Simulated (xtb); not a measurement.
Frequency calculation, with input and output: CH$_{4}$AlFS (part 1 of 2)

System: CH$_{4}$AlFS.
Method: GFN2-xTB (xtb 6.7.1 later snapshot).

The geometry was optimised with GFN2-xTB.

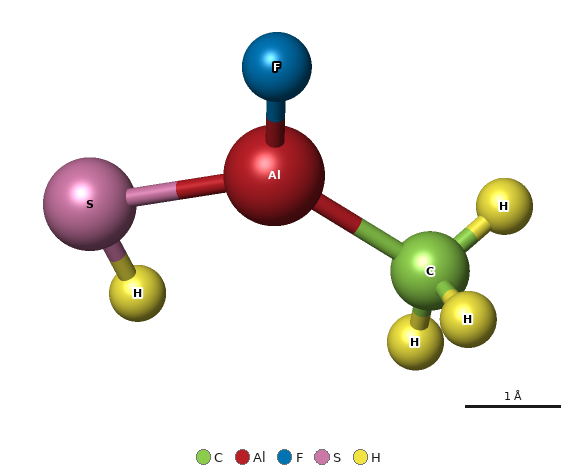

Figure 1. The structure as given in the input (ball-and-stick view, seen at a tilt). Sticks mark near contacts.

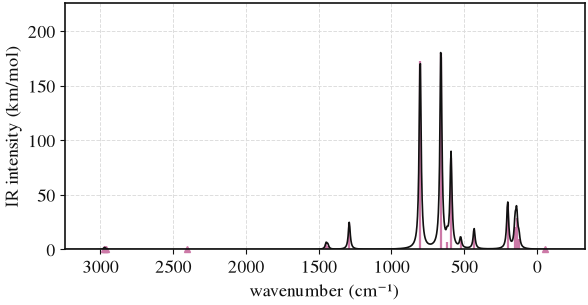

Figure 2. Harmonic infrared spectrum, unscaled: sticks (degenerate modes added up, dark ones marked on the axis) with a Lorentzian envelope of 16 cm⁻¹ full width, scaled to the tallest stick; imaginary modes are drawn at negative wavenumbers. 18 modes from 55i to 2972 cm⁻¹, 1 imaginary beyond 8i (55i cm⁻¹): not a clean minimum; so soft a mode can be a shallow saddle, an incomplete relaxation or noise of the force constants. The strongest line is at 659 cm⁻¹ (180 km/mol).

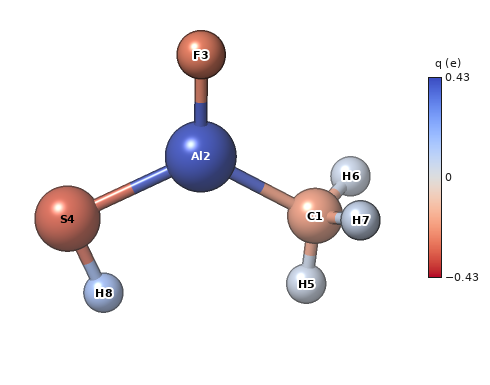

Figure 3. Mulliken charges, as the colour of each atom (ball-and-stick view, seen at a tilt; atoms are numbered from 1 in the order of the input). By element: C −0.21, Al +0.41, F −0.26, S −0.31 and H +0.06 to +0.18 e.

The input that produced these results follows, with the program's output.

### Input file (input.xyz)
```
8
CH4AlFS
C     -0.17548     1.15123    -0.02904
Al     0.73505    -0.60783    -0.06139
F      2.37426    -0.70150    -0.22776
S     -0.31858    -2.52945     0.11796
H     -1.26109     1.08044     0.05361
H      0.18151     1.75509     0.80779
H      0.05268     1.71793    -0.93408
H     -1.49616    -1.92290     0.21701
```

Launch command:
```bash
xtb --hess --raman --ptb -P 1 -- input.xyz > xtb.out
```

### What the program printed
```
* xtb version 6.7.1
   ID    Z sym.   atoms
    1    6 C      1
    2   13 Al     2
    3    9 F      3
    4   16 S      4
    5    1 H      5-8

           -------------------------------------------------
          |                Calculation Setup                |
           -------------------------------------------------

          program call               : xtb --hess --raman --ptb -P 1 -- input.xyz
          coordinate file            : input.xyz
          omp threads                :                     1

           -------------------------------------------------
          |                 G F N 2 - x T B                 |
           -------------------------------------------------

      * Hamiltonian:
        H0-scaling (s, p, d)           1.850000    2.230000    2.230000
        zeta-weighting                 0.500000
      * Dispersion:
        s8                             2.700000
        a1                             0.520000
        a2                             5.000000
        s9                             5.000000
      * Repulsion:
        kExp                           1.500000    1.000000
        rExp                           1.000000
      * Coulomb:
        alpha                          2.000000
        third order                    shell-resolved
        anisotropic                    true
        a3                             3.000000
        a5                             4.000000
        cn-shift                       1.200000
        cn-exp                         4.000000
        max-rad                        5.000000

          ...................................................
          :                      SETUP                      :
          :.................................................:
          :  # basis functions                  32          :
          :  # atomic orbitals                  30          :
          :  # shells                           14          :
          :  # electrons                        24          :
          :  max. iterations                   250          :
          :  Hamiltonian                  GFN2-xTB          :
          :  restarted?                      false          :
          :  GBSA solvation                  false          :
          :  PC potential                    false          :
          :  electronic temp.          300.0000000     K    :
          :  accuracy                    1.0000000          :
          :  -> integral cutoff          0.2500000E+02      :
          :  -> integral neglect         0.1000000E-07      :
          :  -> SCF convergence          0.1000000E-05 Eh   :
          :  -> wf. convergence          0.1000000E-03 e    :
          :  Broyden damping             0.4000000          :
          :  net charge                          0          :
          :  unpaired electrons                  0          :
          ...................................................

 iter      E             dE          RMSdq      gap      omega  full diag
   1    -13.3791273 -0.133791E+02  0.157E+01    4.72       0.0  T
   2    -13.4188379 -0.397106E-01  0.913E+00    4.02       1.0  T
   3    -13.4189021 -0.641650E-04  0.356E+00    4.11       1.0  T
   4    -13.4283922 -0.949014E-02  0.798E-01    3.89       1.0  T
   5    -13.4285537 -0.161452E-03  0.748E-01    3.98       1.0  T
   6    -13.4287579 -0.204249E-03  0.293E-01    3.94       1.0  T
   7    -13.4287606 -0.267975E-05  0.114E-01    3.93       1.0  T
   8    -13.4287572  0.343734E-05  0.618E-02    3.94       1.0  T
   9    -13.4287540  0.318743E-05  0.573E-02    3.92       1.0  T
  10    -13.4287636 -0.964414E-05  0.101E-02    3.93       3.5  T
  11    -13.4287637 -0.753216E-07  0.423E-03    3.93       8.4  T
  12    -13.4287638 -0.349245E-07  0.449E-04    3.93      78.8  T
  13    -13.4287638 -0.144496E-09  0.199E-04    3.93     177.7  T

   *** convergence criteria satisfied after 13 iterations ***

         #    Occupation            Energy/Eh            Energy/eV
      -------------------------------------------------------------
         1        2.0000           -0.8034473             -21.8629
       ...           ...                  ...                  ...
         6        2.0000           -0.5051739             -13.7465
         7        2.0000           -0.4986531             -13.5690
         8        2.0000           -0.4827380             -13.1360
         9        2.0000           -0.4825536             -13.1310
        10        2.0000           -0.4559510             -12.4071
        11        2.0000           -0.4023550             -10.9486
        12        2.0000           -0.3991002             -10.8601 (HOMO)
        13                         -0.2545464              -6.9266 (LUMO)
        14                         -0.1763962              -4.8000
        15                         -0.1610226              -4.3816
        16                         -0.1011189              -2.7516
        17                         -0.0742896              -2.0215
       ...                                ...                  ...
        30                          1.0609720              28.8705
      -------------------------------------------------------------
                  HL-Gap            0.1445538 Eh            3.9335 eV
             Fermi-level           -0.3268233 Eh           -8.8933 eV

 SCC (total)                   0 d,  0 h,  0 min,  0.004 sec
 SCC setup                      ...        0 min,  0.000 sec (  1.400%)
 Dispersion                     ...        0 min,  0.000 sec (  0.598%)
 classical contributions        ...        0 min,  0.000 sec (  0.136%)
 integral evaluation            ...        0 min,  0.001 sec ( 13.277%)
 iterations                     ...        0 min,  0.002 sec ( 61.110%)
 molecular gradient             ...        0 min,  0.001 sec ( 21.795%)
 printout                       ...        0 min,  0.000 sec (  1.451%)

         :::::::::::::::::::::::::::::::::::::::::::::::::::::
         ::                     SUMMARY                     ::
         :::::::::::::::::::::::::::::::::::::::::::::::::::::
         :: total energy             -13.335022576333 Eh    ::
         :: gradient norm              0.000052767837 Eh/a0 ::
         :: HOMO-LUMO gap              3.933509166401 eV    ::
         ::.................................................::
         :: SCC energy               -13.428760082232 Eh    ::
         :: -> isotropic ES            0.047274837876 Eh    ::
         :: -> anisotropic ES          0.001245149901 Eh    ::
         :: -> anisotropic XC          0.000724818650 Eh    ::
         :: -> dispersion             -0.003548728232 Eh    ::
         :: repulsion energy           0.093737505898 Eh    ::
         :: add. restraining           0.000000000000 Eh    ::
         :: total charge              -0.000000000000 e     ::
         :::::::::::::::::::::::::::::::::::::::::::::::::::::

           -------------------------------------------------
          |                Numerical Hessian                |
           -------------------------------------------------
step length          :   0.00500
SCC accuracy         :   0.30000
Hessian scale factor :   1.00000
frozen atoms in %    :   0.00000    0
RMS gradient         :   0.00005
estimated CPU  time      0.00 min
Hessian matrix computed using GFN2-xTB.

           -------------------------------------------------
          |                      P T B                      |
           -------------------------------------------------

                              @@@ @

Calculating vibrational intensities using PTB ...
estimated CPU  time      0.01 min
... done.

writing file <hessian>, containing the non-mass-weighted Hessian matrix in atomic units (Eₕ/Bohr²).

 projected vibrational frequencies (cm⁻¹)
eigval :       -0.00    -0.00     0.00     0.00     0.00     0.00
eigval :      -55.17   122.85   138.49   149.42   200.61   431.12
eigval :      523.81   589.85   616.93   659.26   802.16  1289.17
eigval :     1436.50  1447.97  2405.44  2958.02  2969.03  2972.15
           -------------------------------------------------
          |                Property Printout                |
           -------------------------------------------------

    * Orbital Energies and Occupations
```
